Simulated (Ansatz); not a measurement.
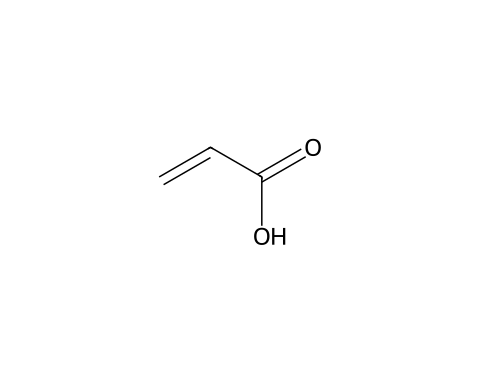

Skeletal drawing of a molecule.

Question: Write the SMILES.

Answer: C=CC(=O)O

Question: Give the formula, hydrogens included.

Answer: C3H4O2.

Question: An optimisation with PBE0-D4/def2-TZVP gave a structure of which point group?

Answer: Cs. Other conformers may differ.

More results for the same structure follow; atom numbers are the same in all pictures, views and colours differ. The computed structure is the end point of a PBE0-D4/def2-TZVP optimisation.

Shape

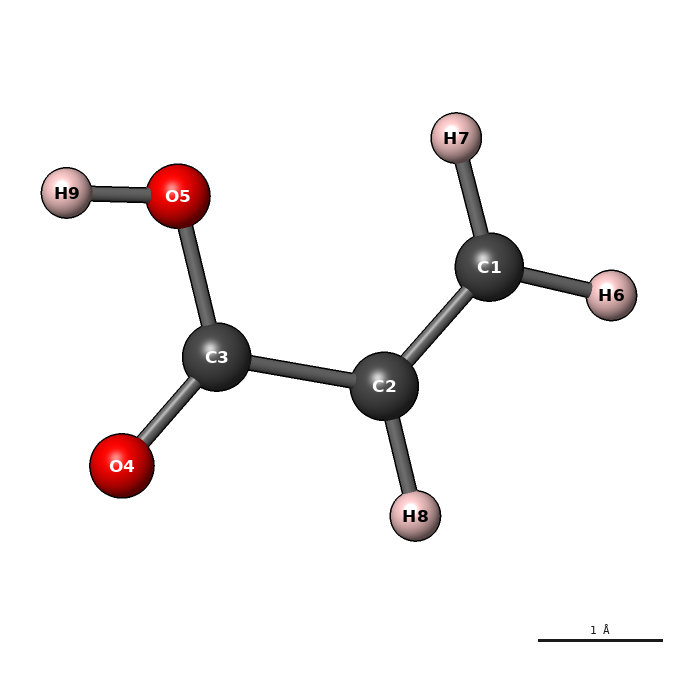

Numbered structure.

Give these bond angles: C2–C1–H6, C2–C1–H7, C1–C2–C3, C1–C2–H8, C3–C2–H8, C2–C3–O4, C2–C3–O5, O4–C3–O5, C3–O5–H9.

```csv
angle,degrees
C2–C1–H6,121.1
C2–C1–H7,121.2
C1–C2–C3,124.1
C1–C2–H8,122.2
C3–C2–H8,113.8
C2–C3–O4,123.7
C2–C3–O5,113.8
O4–C3–O5,122.5
C3–O5–H9,106.1
```

Charges

The questions are on Mulliken charges. Method: RKS r2SCAN-D4/def2-TZVPP (Ansatz 0.2.0).

Give the Mulliken charges atom by atom.

```csv
atom,value (e)
C1,−0.11
C2,−0.17
C3,0.40
O4,−0.34
O5,−0.29
H6,0.09
H7,0.10
H8,0.10
H9,0.22
```

Vibrations

Harmonic vibrations computed with RKS PBE0-D4/def2-TZVP (Ansatz 0.2.0) at a stationary point of the same level.

Question: List the wavenumbers.

Answer: 21 modes: 108, 283, 485, 537, 589, 605, 849, 851, 1012, 1036, 1040, 1214, 1309, 1381, 1450, 1705, 1831, 3169, 3215, 3264, 3800 cm⁻¹.

Dipole moment

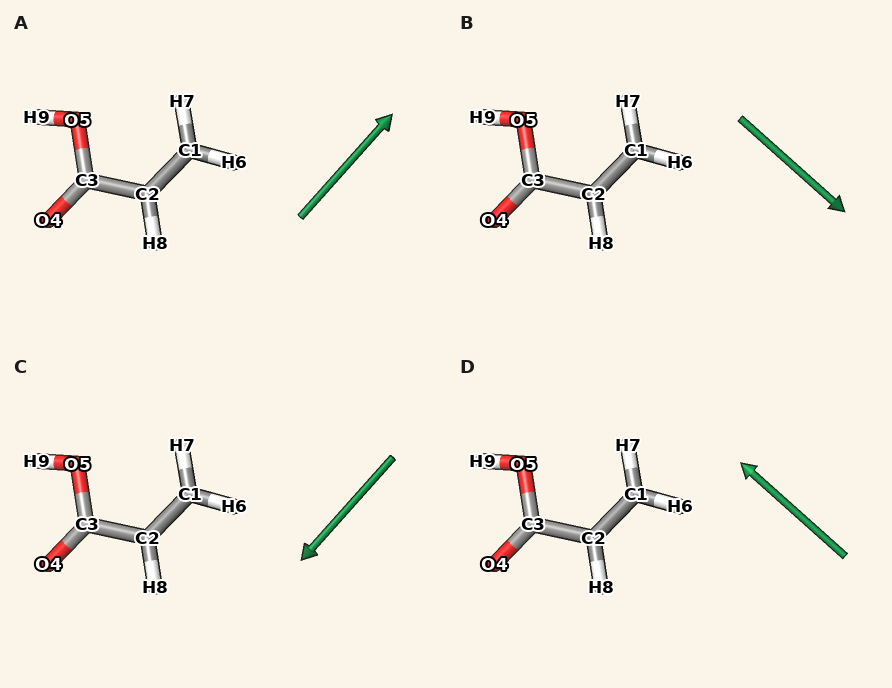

The same molecule four times, each with an arrow. Method: RKS PBE0-D4/def2-TZVP (Ansatz 0.2.0).

Question: Which arrow points along the dipole moment, from the negative to the positive end?

Answer: A. The dipole moment is 2.16 D; it points from the side of O4 to the side of H6, H7 (the outermost atoms at the two ends).

Mulliken values depend strongly on the basis set and can even reverse the polarity of a bond.
